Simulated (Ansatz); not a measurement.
## Electronic structure of BH7NSi2 (SMILES BN([SiH2])[SiH3]) (doublet) in real space

Input

```
crystal:
  periodic: [false, false, false]
  atoms:
    - {symbol: B, position_ang: [-0.028191, 1.551108, 0.489800]}
    - {symbol: N, position_ang: [-0.172723, 0.222919, 0.031478]}
    - {symbol: Si, position_ang: [-1.324001, -0.121980, -1.245639]}
    - {symbol: Si, position_ang: [0.757490, -1.092371, 0.732580]}
    - {symbol: H, position_ang: [-0.686323, 2.420585, -0.011274]}
    - {symbol: H, position_ang: [0.746128, 1.800058, 1.369802]}
    - {symbol: H, position_ang: [-0.932219, -1.417380, -1.874303]}
    - {symbol: H, position_ang: [-1.320119, 0.981763, -2.243039]}
    - {symbol: H, position_ang: [-0.143509, -2.256808, 0.934713]}
    - {symbol: H, position_ang: [1.321095, -0.646970, 2.027313]}
    - {symbol: H, position_ang: [1.847874, -1.497725, -0.190932]}
basis:
  gaussian: {orbitals: def2-TZVPP}
magnetization: {spin_polarized: true, initial_magnetization: 1}
hamiltonian: {xc: pbe0, dispersion: d4}
output: {orbitals: {seedname: orbitals}}
```

Run with:

```sh
ansatz run in.yaml --threads 4 --pin off --events-out ev --progress --plain --max-ram 10444MiB
```

Geometry: PBE0-D4/def2-TZVP.

The calculation used Ansatz 0.2.0, UKS PBE0-D4/def2-TZVPP.

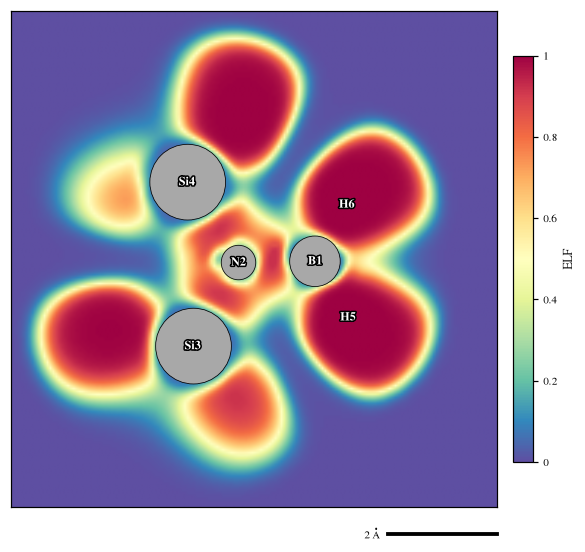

Figure 1. Electron localisation function on the plane of atoms N2, B1 and H5. Grey discs cover the atomic cores.

Q: Read the bonding off the picture.

A: The plane passes through B, N, Si and H nuclei. B–N (1.41 Å): the ELF peaks at about 0.90 between the atoms, as expected for a short, strongly polar bond. Si–N (1.75 Å): the ELF peaks at about 0.90 between the atoms (a polar covalent bond). B–H (1.20 Å): the ELF climbs to about 1 towards the hydrogen, as it does in any bond to H: an ordinary covalent bond to hydrogen.

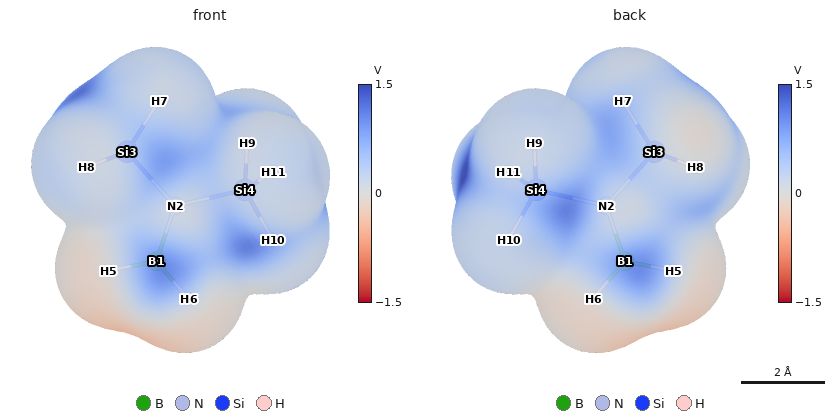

Figure 2. The molecular electrostatic potential painted on the density surface at 0.002 e/bohr³, seen from the front and from behind; red is negative and blue positive.

Q: Describe the electrostatic potential map.

A: The most negative region (about −0.4 V) lies over H5, the most positive (about +1.4 V) over Si4.

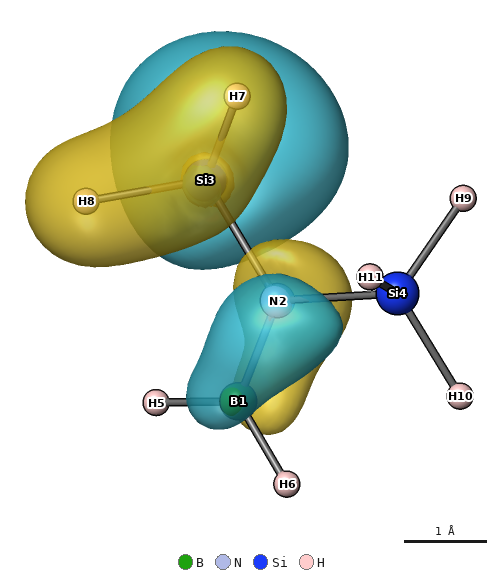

Figure 3. The HOMO (α) at ±0.1 Å⁻³ᐟ² (yellow and cyan are the two phases), seen at a tilt.

Q: Where does this orbital lie, and at what energy?

A: It lies mainly on Si3 (about 70 %), N2 (about 10 %), H8 (about 5 %) and H7 (about 5 %). Its energy is −6.09 eV.
